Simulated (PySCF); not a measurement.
The calculation's input:

```
{"job": {"kind": "nmr", "xc": "PBE0", "basis": "pcSseg-1"}, "charge": 0, "multiplicity": 1}
C      3.249594     0.623449    -0.868396
C      1.958170     0.168513    -0.421307
C      0.872004    -0.217899    -0.063643
Si    -0.776285    -0.746309     0.548938
C     -1.923323    -1.098032    -0.937691
Cl    -3.510000    -1.628889    -0.311336
C     -1.537775     0.761762     1.482099
Cl    -1.555519     2.179434     0.410667
Cl    -0.556811     1.119758     2.917997
H      3.979660     0.508826    -0.068024
H      3.570744     0.041067    -1.731233
H      3.192807     1.674327    -1.149709
H     -0.759324    -1.875784     1.476361
H     -1.547737    -1.898754    -1.568263
H     -2.104090    -0.223005    -1.557021
H     -2.559715     0.620479     1.829149
```

Launched as:

```sh
OMP_NUM_THREADS=1 python probes_run.py task.json out
```

Geometry: GFN2-xTB.

The calculation used PBE0/pcSseg-1, SCF density, gas phase, non-relativistic in PySCF 2.14.0.

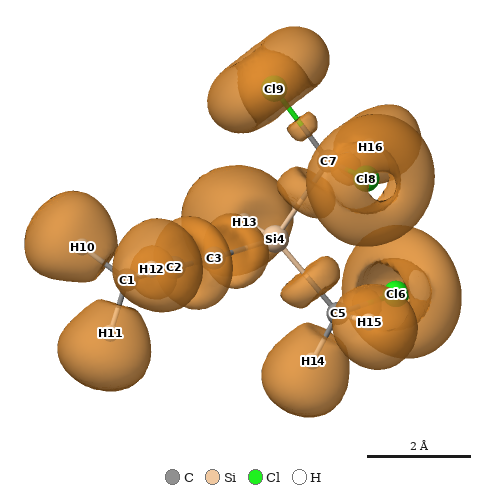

C5H7Cl3Si. Isosurface of the ELF at 0.8 (orange), seen at an oblique angle. Core shells and regions of very low density are left out.

**Where are the electrons localised?**

The ELF exceeds this value in two regions between bonded C–C atoms (shared pairs), three regions between bonded C–Cl atoms (shared pairs), three regions between bonded C–Si atoms (shared pairs), seven regions around hydrogen nuclei and three rings or bowls of non-bonding electrons around Cl. Along the contacts the grid gives the following. C–C (1.21 Å): the ELF peaks at about 0.85 between the atoms: a short, multiple covalent bond. C–Cl (1.78 Å): the ELF peaks at about 0.90 between the atoms, as expected for a shared electron pair.
